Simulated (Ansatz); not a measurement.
A series of calculations on BH3OClF

Part 1: Relaxation

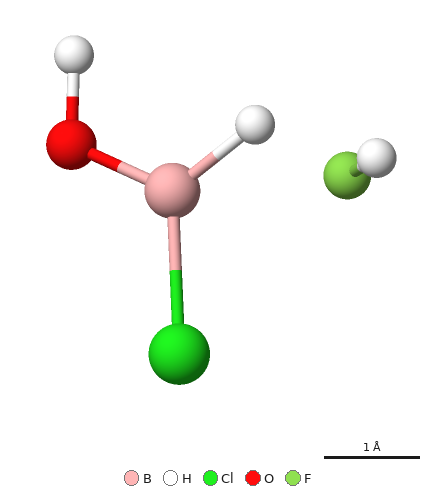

Starting structure of BH3OClF. A ball-and-stick model, seen at a tilt.

The run prepares an end point of a later path (reaction) calculation, from a guessed geometry.

Method: Ansatz, RKS BHLYP/def2-SVP.

Input file:
```yaml
crystal:
  periodic: [false, false, false]
  atoms:
    - { symbol: B, position_ang: [0.057936, -0.336583, -0.091155] }
    - { symbol: H, position_ang: [0.065565, -0.440864, 1.09969] }
    - { symbol: Cl, position_ang: [1.603202, -0.27081, -0.920884] }
    - { symbol: O, position_ang: [-1.06025, -0.372898, -0.811267] }
    - { symbol: H, position_ang: [-1.861474, -0.409461, -0.29468] }
    - { symbol: F, position_ang: [0.027975, 1.97504, 0.927089] }
    - { symbol: H, position_ang: [0.366445, 1.352175, 1.510105] }
basis:
  gaussian: { orbitals: def2-SVP }
hamiltonian:
  xc: { name: BHLYP }
relax:
  f_tol: 0.03
  max_steps: 50
```

Command:
```bash
ansatz run input.yaml --threads 1 --pin off --max-ram 2048MiB --backend cpu --events-out ev --progress --plain --runs-dir out
```

Question: What does the optimiser find from here?

Answer: Over 17 accepted moves (23 points after the start) the energy falls by 3.87 kcal/mol. Largest force component: 0.18 eV/Å at the start, 0.025 eV/Å at the end. The line search rejected the trial steps at points 2, 8, 11, 18, 20, 22 of the run. The atom that moves furthest after the best rigid fit is H7 (0.96 Å). Largest moves by element: H 0.96 Å, Cl 0.48 Å, F 0.39 Å, B 0.21 Å, O 0.11 Å. Some distances before and after: B1–Cl3 1.755 → 1.780 Å. Cost: 69 s on 1 thread of Arm Neoverse V1, with other jobs on the host, peak memory 0.16 GiB.

History of the run:

```tsv
step	E − E(0), kcal/mol	largest force component, eV/Å	note
0	0.00	0.1777	
1	-0.74	0.5717	
2	0.25	1.8019	rejected
3	-1.00	0.2813	
4	-1.06	0.6236	
5	-1.47	0.3303	
6	-1.54	0.2498	
7	-1.95	0.1368	
8	-1.23	2.4865	rejected
9	-2.32	0.2342	
10	-2.62	0.3324	
11	-2.31	2.0048	rejected
12	-2.91	0.1760	
13	-3.21	0.4607	
14	-3.36	1.0280	
15	-3.61	0.6436	
16	-3.67	0.3437	
17	-3.75	0.1808	
18	-2.89	1.3734	rejected
19	-3.85	0.0391	
20	-3.69	0.6032	rejected
21	-3.86	0.0617	
22	-3.84	0.2170	rejected
23	-3.87	0.0249
```

The structure at the end:

```xyz
7

B    -0.0526   -0.4839    0.0149
H    -0.1193   -1.0422    1.0655
Cl    1.5470    0.0442   -0.5590
O    -1.0863   -0.2676   -0.7885
H    -1.9251   -0.5459   -0.4268
F     0.0419    1.9595    1.3121
H     0.7938    1.8326    0.8006
```

After the run, drawn alike:

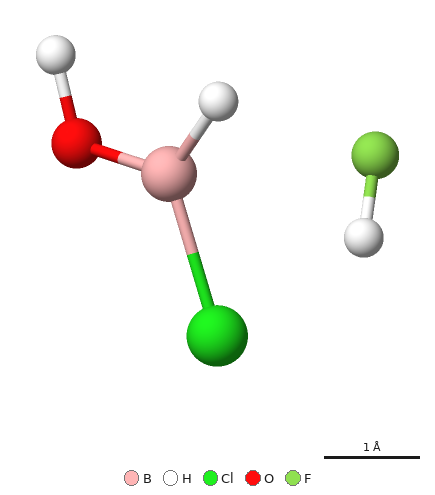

Part 2: Relaxation

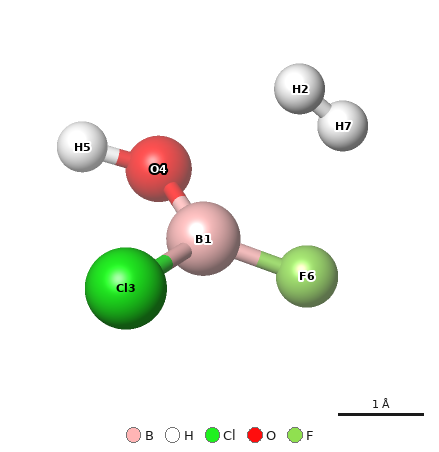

Starting structure of BH$_{3}$OClF. A ball-and-stick model, seen at a tilt.

The run prepares an end point of a later path (reaction) calculation, from a guessed geometry.

The calculation used RKS BHLYP/def2-SVP (Ansatz 0.2.0).

The input:
```yaml
crystal:
  periodic: [false, false, false]
  atoms:
    - { symbol: B, position_ang: [-0.0308, 0.490689, -0.363686] }
    - { symbol: H, position_ang: [0.116657, -0.069038, 1.964337] }
    - { symbol: Cl, position_ang: [1.382376, -0.436015, -0.877487] }
    - { symbol: O, position_ang: [-1.269341, 0.01912, -0.477709] }
    - { symbol: H, position_ang: [-1.333628, -0.860227, -0.841672] }
    - { symbol: F, position_ang: [0.150083, 1.712183, 0.087609] }
    - { symbol: H, position_ang: [0.184054, 0.639888, 1.927508] }
basis:
  gaussian: { orbitals: def2-SVP }
hamiltonian:
  xc: { name: BHLYP }
relax:
  f_tol: 0.03
  max_steps: 50
```

Command:
```bash
ansatz run input.yaml --threads 1 --pin off --max-ram 2048MiB --backend cpu --events-out ev --progress --plain --runs-dir out
```

> Predict the outcome.

The atom that moves furthest after the best rigid fit is H2 (1.22 Å). Largest moves by element: H 1.22 Å, Cl 0.47 Å, O 0.41 Å, B 0.32 Å, F 0.28 Å. Among the contacts that change: H2–H7 0.713 → 0.753 Å, B1–F6 1.315 → 1.309 Å. Over 26 accepted moves (31 points after the start) the energy falls by 14.8 kJ/mol. The largest force component goes from 1.6 to 0.0064 eV/Å. The line search rejected the trial steps at points 2, 18, 20, 29, 30 of the run. The forces were under the threshold at step 17, but the run went on from there. Cost: 88 s on 1 thread of Arm Neoverse V1 (shared host), peak memory 0.16 GiB.

The structure at the end:

```xyz
7

B    -0.0987    0.3771   -0.6598
H     0.3517    0.2698    3.1168
Cl    1.3078   -0.4415   -1.3438
O    -1.3423   -0.0430   -0.8725
H    -1.4164   -0.8213   -1.4190
F     0.0962    1.4374    0.0835
H     0.3011    0.7182    2.5137
```

The end point in the same view:

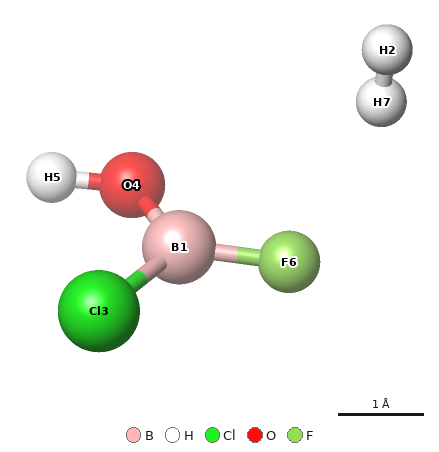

Part 3: Path

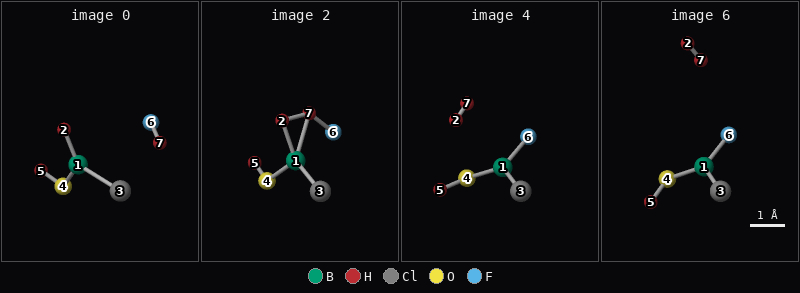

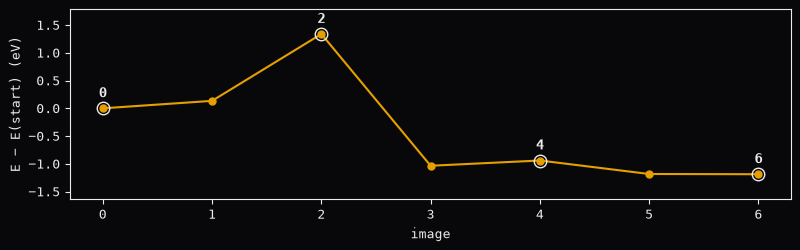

A search for the minimum-energy path of BH3OClF, made up at the start of BH₂OCl and HF by the nudged elastic band. Images are numbered from 0 (start) to 6 (end). Style: ball-and-stick. Shown from a free direction.

Theory: RKS BHLYP/def2-SVP (Ansatz 0.2.0). Set-up: 5 movable images; climbing image; force threshold 0.05 eV/Å; iteration limit 60; starting path through a guess of the saddle point.

Describe the mechanism and the energy profile.

Answer. The path has more than one stage, and so few images may leave a stage unresolved. Breaking: B1–H2 (1.19 → 1.35 at the top → 3.80 Å), F6–H7 (0.92 → 1.14 at the top → 2.54 Å). Forming: B1–F6 (2.77 → 1.64 at the top → 1.31 Å), H2–H7 (3.03 → 1.03 at the top → 0.75 Å). The highest point, image 2, lies 1.34 eV above the start and 2.53 eV above the end; the end is at −1.19 eV relative to the start. The profile has 2 maxima (images 2, 4) with a dip at image 3 (−1.03 eV), so the process runs in steps. The band converged in 24 iterations. The largest component of the band force went from 85 to 0.041 eV/Å. The climbing image converged on the top of the path. Its vibrational analysis gives one imaginary mode (1404i cm⁻¹), as a transition state must have.

Limits of the set-up: the start holds two separate molecules, 2.4 Å apart at their closest, whose relative position is a soft coordinate and is computed without a dispersion correction.
